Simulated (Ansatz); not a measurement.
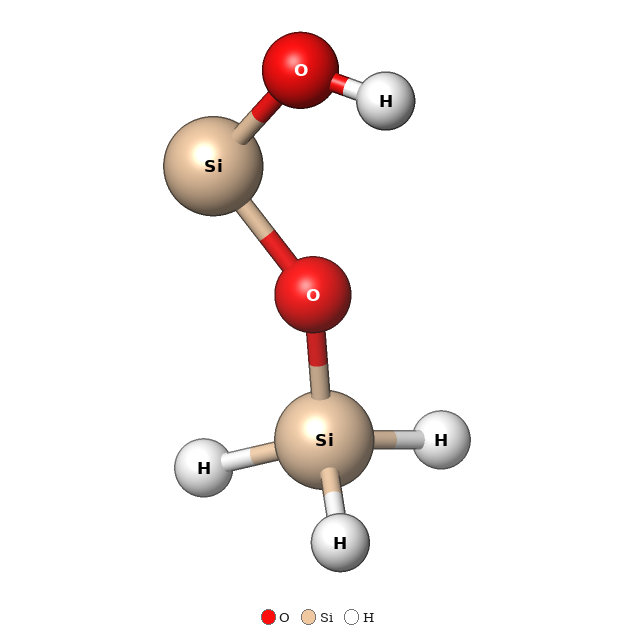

The computed structure is the end point of a PBE0-D4/def2-TZVP optimisation. Program: Ansatz 0.2.0.

Compare dipole (D), vertical IP (eV) at these levels: B3LYP-D4/def2-TZVPP; PBE-D4/def2-TZVPP; r2SCAN-D4/def2-TZVPP; ωB97M-V/def2-TZVPP.

```json
{"level": "B3LYP-D4/def2-TZVPP", "dipole (D)": "1.51", "vertical IP (eV)": "9.52"}
{"level": "PBE-D4/def2-TZVPP", "dipole (D)": "1.54", "vertical IP (eV)": "9.23"}
{"level": "r2SCAN-D4/def2-TZVPP", "dipole (D)": "1.63", "vertical IP (eV)": "9.25"}
{"level": "ωB97M-V/def2-TZVPP", "dipole (D)": "1.47", "vertical IP (eV)": "9.60"}
```
